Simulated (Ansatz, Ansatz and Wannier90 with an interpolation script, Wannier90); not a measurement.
**KMgH3 (Pm-3m): what limits a Wannier interpolation of GW**

How do the Wannier model and the GW settings move the interpolated bands of KMgH3 (Pm-3m)?

Calculated with Wannier90 4.0.3; maximally localised Wannier functions from the overlaps of LDA states (plane waves, PAW).

### 1. The starting structure

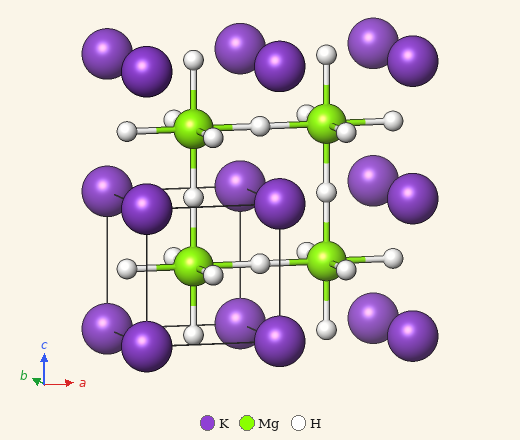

The starting structure, seen slightly off an axis (potassium purple, magnesium green, hydrogen white). 2×1×2 cells are drawn. Some periodic images of atoms are drawn too.

The cell and positions come from the Crystallography Open Database and are kept as given unless a step says otherwise.

### 2. Wannier model on 8×8×8, by Wannier90

Localised functions give a small Hamiltonian that interpolates between mesh points at no cost.

Contents of w.win:

```
num_iter = 1200
conv_tol = 1.0e-8
conv_window = 5
dis_num_iter = 4000
dis_conv_tol = 1.0e-8
dis_mix_ratio = 0.7
write_hr = true
use_ws_distance = false
num_print_cycles = 50
! ansatz wannier90 interface
! projections by site (counted from 0) and shell: 2 1S, 3 1S, 4 1S, 0 4S, 1 3S
! states of the run's bands (counted from 1): 1-40
num_bands = 40
num_wann  = 5
dis_win_min = -2.8
dis_win_max = 28.93
dis_froz_min = -2.8
dis_froz_max = 6.93
guiding_centres = true

begin unit_cell_cart
Ang
                    4.025                      0.0                      0.0
                      0.0                    4.025                      0.0
                      0.0                      0.0                    4.025
end unit_cell_cart

begin atoms_frac
K                        0.0                      0.0                      0.0
Mg                       0.5                      0.5                      0.5
H                        0.0                      0.5                      0.5
H                        0.5                      0.0                      0.5
H                        0.5                      0.5                      0.0
end atoms_frac

mp_grid = 8 8 8

[... the mesh's points ...]
```

The run is started by

```sh
$ OMP_NUM_THREADS=1 mpirun -n 4 wannier90.x w > wannier90.x.log
```

Numbers of over 12 decimals in the logs are rounded to 6 here.

Log:

```text
TEM
                                    ------

                              Lattice Vectors (Ang)
                    a_1     4.025000   0.000000   0.000000
                    a_2     0.000000   4.025000   0.000000
                    a_3     0.000000   0.000000   4.025000

                   Unit Cell Volume:      65.20752  (Ang^3)

                        Reciprocal-Space Vectors (Ang^-1)
                    b_1     1.561040   0.000000   0.000000
                    b_2     0.000000   1.561040   0.000000
                    b_3     0.000000   0.000000   1.561040

 *----------------------------------------------------------------------------*
 |   Site       Fractional Coordinate          Cartesian Coordinate (Ang)     |
 +----------------------------------------------------------------------------+
 | k    1   0.00000   0.00000   0.00000   |    0.00000   0.00000   0.00000    |
 | mg   1   0.50000   0.50000   0.50000   |    2.01250   2.01250   2.01250    |
 | h    1   0.00000   0.50000   0.50000   |    0.00000   2.01250   2.01250    |
 | h    2   0.50000   0.00000   0.50000   |    2.01250   0.00000   2.01250    |
 | h    3   0.50000   0.50000   0.00000   |    2.01250   2.01250   0.00000    |
 *----------------------------------------------------------------------------*
                                ------------
                                K-POINT GRID
                                ------------

             Grid size =  8 x  8 x  8      Total points =  512

 *---------------------------------- MAIN ------------------------------------*
 |  Number of Wannier Functions               :                 5             |
 |  Number of Objective Wannier Functions     :                 5             |
 |  Number of input Bloch states              :                40             |
 |  Output verbosity (1=low, 5=high)          :                 1             |
 |  Timing Level (1=low, 5=high)              :                 1             |
 |  Optimisation (0=memory, 3=speed)          :                 3             |
 |  Length Unit                               :               Ang             |
 |  Post-processing setup (write *.nnkp)      :                 F             |
 |  Using Gamma-only branch of algorithms     :                 F             |
 *----------------------------------------------------------------------------*
 *------------------------------- WANNIERISE ---------------------------------*
 |  Total number of iterations                :              1200             |
 |  Number of CG steps before reset           :                 5             |
 |  Trial step length for line search         :             2.000             |
 |  Convergence tolerence                     :         0.100E-07             |
 |  Convergence window                        :                 5             |
[...]
+--------------------------------------------------------------------+<-- CONV

 ------------------------------------------------------------------------------
 Initial State
  WF centre and spread    1  (  0.000000,  2.012500,  2.012500 )     2.04317080
  WF centre and spread    2  (  2.012500, -0.000000,  2.012500 )     2.04317080
  WF centre and spread    3  (  2.012500,  2.012500, -0.000000 )     2.04317080
[...]
Sum of centres and spreads (  6.037500,  6.037500,  6.037500 )    15.48752510

      0     0.155E+02     0.0000000000       15.4875251025       3.20  <-- CONV
        O_D=      0.0000000 O_OD=      0.9573984 O_TOT=     15.4875251 <-- SPRD
 ------------------------------------------------------------------------------
 Cycle:      1
[...]
Sum of centres and spreads (  6.037500,  6.037500,  6.037500 )    15.28115140

      1    -0.206E+00     0.3075650409       15.2811513975       3.22  <-- CONV
        O_D=      0.0000000 O_OD=      0.7510247 O_TOT=     15.2811514 <-- SPRD
 Delta: O_D=  0.1265764E-20 O_OD= -0.2063737E+00 O_TOT= -0.2063737E+00 <-- DLTA
 ------------------------------------------------------------------------------
 Cycle:     50
[...]
Sum of centres and spreads (  6.037500,  6.037500,  6.037500 )    14.77368110

     50    -0.441E-07     0.0001693916       14.7736810970       3.61  <-- CONV
        O_D=      0.0000000 O_OD=      0.2435543 O_TOT=     14.7736811 <-- SPRD
 Delta: O_D=  0.1924972E-14 O_OD= -0.4414558E-07 O_TOT= -0.4414558E-07 <-- DLTA
 ------------------------------------------------------------------------------

             <<<     Delta < 1.000E-08  over  5 iterations     >>>
             <<< Wannierisation convergence criteria satisfied >>>

 Final State
[...]
WF centre and spread    4  ( -0.000000,  0.000000,  0.000000 )     5.95407784
  WF centre and spread    5  (  2.012500,  2.012500,  2.012500 )     4.00252108
  Sum of centres and spreads (  6.037500,  6.037500,  6.037500 )    14.77368100

         Spreads (Ang^2)       Omega I      =    14.530126747
        ================       Omega D      =     0.000000000
                               Omega OD     =     0.243554256
    Final Spread (Ang^2)       Omega Total  =    14.773681003
 ------------------------------------------------------------------------------

 Writing checkpoint file w.chk... done

 *---------------------------------------------------------------------------*
 |                               PLOTTING                                    |
 *---------------------------------------------------------------------------*

 *===========================================================================*
 |                             TIMING INFORMATION                            |
 *===========================================================================*
 |    Tag                                                Ncalls      Time (s)|
 |---------------------------------------------------------------------------|
 |kmesh: get                                        :         1         0.142|
 |overlap: read                                     :         1         3.657|
 |dis: main                                         :         1         3.316|
 |wann: main                                        :         1         0.483|
 |plot: main                                        :         1         0.037|
 *---------------------------------------------------------------------------*
 All done: wannier90 exiting
```

It took 8.5 s on 4 MPI ranks of Arm Neoverse V1, shared host.

Numbers from this step:

| Property | Result |
| --- | --- |
| gauge-invariant spread | 14.53 Å² |
| diagonal spread | 0 Å² |
| off-diagonal spread | 0.2436 Å² |
| total spread | 14.77 Å² |
| disentanglement steps | 126 |
| r.m.s. interpolation error | 0.02927 eV |
| r.m.s. error near the gap | 0.04209 eV |

Near the gap the model misses directly solved bands by 42.1 meV r.m.s. and by 199 meV at most in the window tested. This tests the starting bands, not the corrections carried with them.

### 3. Wannier model on 8×8×8, by Wannier90

w.win is that of step 2.

Log:

```text
[banner, memory and clock lines left out]
TEM
                                    ------

                              Lattice Vectors (Ang)
                    a_1     4.025000   0.000000   0.000000
                    a_2     0.000000   4.025000   0.000000
                    a_3     0.000000   0.000000   4.025000

                   Unit Cell Volume:      65.20752  (Ang^3)

                        Reciprocal-Space Vectors (Ang^-1)
                    b_1     1.561040   0.000000   0.000000
                    b_2     0.000000   1.561040   0.000000
                    b_3     0.000000   0.000000   1.561040

 *----------------------------------------------------------------------------*
 |   Site       Fractional Coordinate          Cartesian Coordinate (Ang)     |
 +----------------------------------------------------------------------------+
 | k    1   0.00000   0.00000   0.00000   |    0.00000   0.00000   0.00000    |
 | mg   1   0.50000   0.50000   0.50000   |    2.01250   2.01250   2.01250    |
 | h    1   0.00000   0.50000   0.50000   |    0.00000   2.01250   2.01250    |
 | h    2   0.50000   0.00000   0.50000   |    2.01250   0.00000   2.01250    |
 | h    3   0.50000   0.50000   0.00000   |    2.01250   2.01250   0.00000    |
 *----------------------------------------------------------------------------*
                                ------------
                                K-POINT GRID
                                ------------

             Grid size =  8 x  8 x  8      Total points =  512

 *---------------------------------- MAIN ------------------------------------*
 |  Number of Wannier Functions               :                 5             |
 |  Number of Objective Wannier Functions     :                 5             |
[...]
Sum of centres and spreads (  6.037500,  6.037500,  6.037500 )    14.77368110

     50    -0.441E-07     0.0001693916       14.7736810970       3.62  <-- CONV
        O_D=      0.0000000 O_OD=      0.2435543 O_TOT=     14.7736811 <-- SPRD
 Delta: O_D=  0.1924972E-14 O_OD= -0.4414558E-07 O_TOT= -0.4414558E-07 <-- DLTA

             <<<     Delta < 1.000E-08  over  5 iterations     >>>
             <<< Wannierisation convergence criteria satisfied >>>

 Final State
[...]
WF centre and spread    4  ( -0.000000,  0.000000,  0.000000 )     5.95407784
  WF centre and spread    5  (  2.012500,  2.012500,  2.012500 )     4.00252108
  Sum of centres and spreads (  6.037500,  6.037500,  6.037500 )    14.77368100

         Spreads (Ang^2)       Omega I      =    14.530126747
        ================       Omega D      =     0.000000000
                               Omega OD     =     0.243554256
    Final Spread (Ang^2)       Omega Total  =    14.773681003

 Writing checkpoint file w.chk... done

 *---------------------------------------------------------------------------*
 |                               PLOTTING                                    |
 *---------------------------------------------------------------------------*

 *===========================================================================*
 |                             TIMING INFORMATION                            |
 *===========================================================================*
 |    Tag                                                Ncalls      Time (s)|
 |---------------------------------------------------------------------------|
 |kmesh: get                                        :         1         0.142|
 |overlap: read                                     :         1         3.652|
 |dis: main                                         :         1         3.329|
 |wann: main                                        :         1         0.497|
 |plot: main                                        :         1         0.036|
 *---------------------------------------------------------------------------*
 All done: wannier90 exiting
```

The job ended after 8.5 s (4 MPI ranks).

This step gave:

- gauge-invariant spread: 14.53 Å²
- diagonal spread: 0 Å²
- off-diagonal spread: 0.2436 Å²
- total spread: 14.77 Å²
- disentanglement steps: 126
- r.m.s. interpolation error: 0.02927 eV
- r.m.s. error near the gap: 0.04209 eV

Near the gap the model misses directly solved bands by 42.1 meV r.m.s. and by 199 meV at most in the window tested. This tests the starting bands, not the corrections carried with them.

Frozen up to 3.96 eV; above it the model need not follow the bands. The electronic bands at the labelled points (eV, zero at the valence-band top; v1 is the highest filled band, c1 the lowest empty one):

```tsv
point	v3	v2	v1	c1	c2
Γ	-5.63	-0.49	-0.49	9.44	14.07
X	-3.93	-2.87	0.00	7.45	9.40
M	-3.02	-1.99	-1.99	3.26	6.20
Γ	-5.63	-0.49	-0.49	9.44	14.07
R	-2.16	-2.16	-2.16	2.06	10.32
X	-3.93	-2.87	0.00	7.45	9.40
jump to R	-2.16	-2.16	-2.16	2.06	10.32
M	-3.02	-1.99	-1.99	3.26	6.20
```

The same for Kohn-Sham, solved directly:

```tsv
point	v3	v2	v1	c1	c2
Γ	-5.63	-0.49	-0.49	5.49	5.49
X	-3.93	-2.87	0.00	5.06	5.06
M	-3.02	-1.99	-1.99	3.26	6.01
Γ	-5.63	-0.49	-0.49	5.49	5.49
R	-2.16	-2.16	-2.16	2.06	5.36
X	-3.93	-2.87	0.00	5.06	5.06
R	-2.16	-2.16	-2.16	2.06	5.36
M	-3.02	-1.99	-1.99	3.26	6.01
```

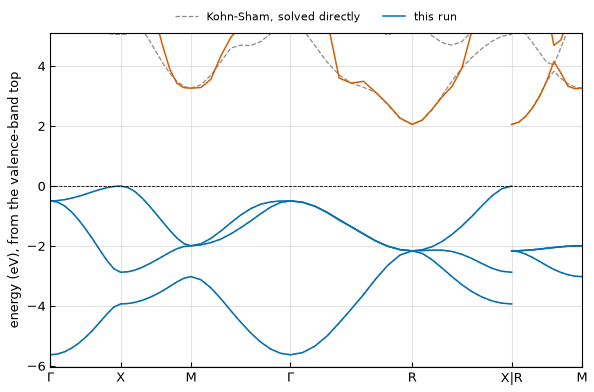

Electronic bands along the path; lines of filled and empty bands in two colours; dashed: Kohn-Sham, solved directly.

### 4. Wannier model on 8×8×8, by the program's own minimiser

This step: maximally localised Wannier functions, LDA, plane waves, PAW.

Contents of input.yaml:

```yaml
crystal:
  lattice:
    - [4.025, 0.0, 0.0]
    - [0.0, 4.025, 0.0]
    - [0.0, 0.0, 4.025]
  atoms:
    - { symbol: K, position: [0.0, 0.0, 0.0] }
    - { symbol: Mg, position: [0.5, 0.5, 0.5] }
    - { symbol: H, position: [0.0, 0.5, 0.5] }
    - { symbol: H, position: [0.5, 0.0, 0.5] }
    - { symbol: H, position: [0.5, 0.5, 0.0] }
kpoints:
  mp_grid: { grid: [4, 4, 4] }
hamiltonian:
  xc: lda
scf:
  occupations: { method: fixed }
  n_extra_bands: 34
output:
  wannier:
    kmesh: [8, 8, 8]
    projections:
      - { species: H, l: s, shell: 1 }
      - { species: K, l: s, shell: 4 }
      - { species: Mg, l: s, shell: 3 }
    minimise: true
    write_hr: true
    seedname: w
    conv_tol: 1.0e-06
    max_iter: 20000
    stability_check: false
    disentanglement:
      window: [-2.8, 28.93]
      frozen_window: [-2.8, 6.93]
      conv_tol: 1.0e-08
```

The run is started by

```sh
$ ansatz run input.yaml --threads 4 --pin off --max-ram 18432MiB --backend cpu --events-out ev --progress --plain --runs-dir out
```

Log:

```text
scf.n_extra_bands = 34 over 11 filled bands (N_el = 22.0): the run solves 45 bands
Engine: ansatz 0.2.0, aarch64-unknown-linux-gnu
Pseudopotentials: kind: paw
Pseudopotential: K, paw, valence charge 9, recommended cutoff 420 eV (normal), K.paw.azcp
Pseudopotential: Mg, paw, valence charge 10, recommended cutoff 420 eV (normal), Mg.paw.azcp
Pseudopotential: H, paw, valence charge 1, recommended cutoff 420 eV (normal), H.paw.azcp
Functional definition: SPW92
  exchange = slater_x
  correlation = pw_c
Crystal: 5 atoms, lattice volume = 65.208 Å³
Basis set: ecut = 420 eV, 1309 PW (Γ)
Bands: 45, of which v1, the nominal top of the filled ones, is band 11 counted from 1 (10 counted from 0)
Symmetry: 48 space group operations
Space group: Pm-3m (ITA 221), of the structure as read, at distance tolerance 4.0e-5 Å
k-points: 10 of 64
Non-local potential: K, projectors of the file, l = 0: 3, l = 1: 2, l = 2: 2
Non-local potential: Mg, projectors of the file, l = 0: 3, l = 1: 2, l = 2: 1
Non-local potential: H, projectors of the file, l = 0: 2, l = 1: 1
PAW form: soft (Blöchl's): semilocal exchange-correlation on the pseudo side does not see the compensation charge
PAW frozen core: K, regenerated for the run's functional, and the local potential with it (the file was generated under x = pbe(κ = 0.804, μ = 0.219515), c = pbe(β = 0.066725))
PAW frozen core: Mg, regenerated for the run's functional, and the local potential with it (the file was generated under x = pbe(κ = 0.804, μ = 0.219515), c = pbe(β = 0.066725))
PAW one-centre angular grid: K, 110 points (default); XC on 64 Gauss nodes
PAW one-centre angular grid: Mg, 110 points (default); XC on 64 Gauss nodes
[...]
NSCF: frozen V_eff on 38 k-points
the Wannier pass solved 38 of the 512 points of its mesh, and has the states at the others by symmetry: states obtained by the crystal's operations at points that were solved too leave a residual of 6.71e-13 eV (read by the count's bands and the next), within 5.56e-6 eV
SCF converged after 6 iterations
Free energy (F): -3446.284725 eV
Harris-Foulkes:  -3446.284725 eV  (|F-HF|=5.17e-10)
Internal energy: -3446.284725 eV  (E = F + TS)
E sigma→0 (E₀):  -3446.284725 eV
Fermi energy:    2.974985 eV
--- Per-component energies (eV) ---
  E_band       = -474.808986
  E_kinetic    = 369.130162
  E_local      = -2262.697871  (includes V_loc(G=0)·N_el)
  E_nonlocal   = 115.226950
  E_hartree    = 799.844216
  E_xc         = -188.213344
  E_vxc        = -235.487976  (∫ρ·V_xc dr)
  E_paw        = -1015.103284  (= ΣΔE_a)
  E_vpaw       = -60.665636  (= ΣTr[D̂ρ^β])
  E_aug_tail   = -0.003154  (compensation charges beyond the density's cutoff)
  E_ewald      = -1264.876380
  E_core_change = 0.407979  (= ΣΔE_core)
  E_smearing   = -0.000000  (= −TS)
  E_closure    = -0.000000  (closes the sum)
  Σ components = -3446.284725   (vs F -3446.284725, Δ=0.00e0)
--- Band table (eV; the first three rows and the last of 10) ---
  k-point 0: bands = [... 7 lower, -9.4532, -2.6506, 2.4810, 2.4810, 8.4659, 8.4659, 8.4659, 10.8138, ... 30 higher]
  k-point 1: bands = [... 7 lower, -9.4424, -2.0673, 1.5448, 2.7071, 8.2559, 8.2559, 8.9244, 9.5187, ... 30 higher]
  k-point 2: bands = [... 7 lower, -9.4315, -0.9549, 0.1003, 2.9750, 8.0348, 8.0348, 8.5165, 10.2954, ... 30 higher]
  k-point 9: bands = [... 7 lower, -9.5975, 0.8149, 0.8149, 0.8149, 5.0317, 8.3310, 8.3310, 8.3310, ... 30 higher]
Wannier search: line search 1 of at most 20000: gauge-dependent spread (as the search counts it) 0.7510698 Å², largest recent change 2.1e-1 Å² against conv_tol 1.0e-6 Å², 0 stops escaped
```

It took 14 s on 4 threads; peak memory 1.2 GiB.

Numbers from this step:

```
gauge-invariant spread     : 14.53 Å²
diagonal spread            : 4.62e-19 Å²
off-diagonal spread        : 0.2436 Å²
total spread               : 14.77 Å²
least projectability       : 0.1004
localisation steps         : 43
disentanglement steps      : 186
r.m.s. interpolation error : 0.02927 eV
r.m.s. error near the gap  : 0.04209 eV
```

Near the gap the model misses directly solved bands by 42.1 meV r.m.s. and by 199 meV at most in the window tested. This tests the starting bands, not the corrections carried with them.

Frozen up to 3.96 eV; above it the model need not follow the bands. The electronic bands at the labelled points (eV, zero at the valence-band top; v1 is the highest filled band, c1 the lowest empty one):

(Unchanged from step 3.)

The same for Kohn-Sham, solved directly:

(Unchanged from step 3.)

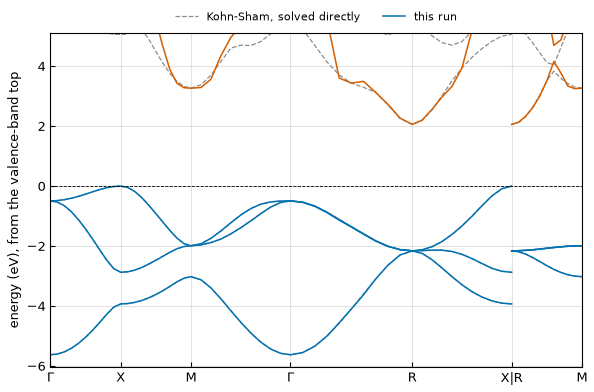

Electronic bands along the path; lines of filled and empty bands in two colours; dashed: Kohn-Sham, solved directly.

(Continued in part 2 of 2.)

[Paths, hosts, dates, memory and timing lines, banners, echoed tables and standing remarks are left out of the program output.]

[Logs are printed without paths, hosts, clocks, repeated set-up lines and the standing remarks that a program may print on its own settings, such as how far it seeks lower states.]

[Runs of the session that timed out or met a known fault of the program may be left out.]

[Hosts, paths, dates, database ids (printed as entryN), source tags and the programs' standing remarks are cut or masked in the printed files.]
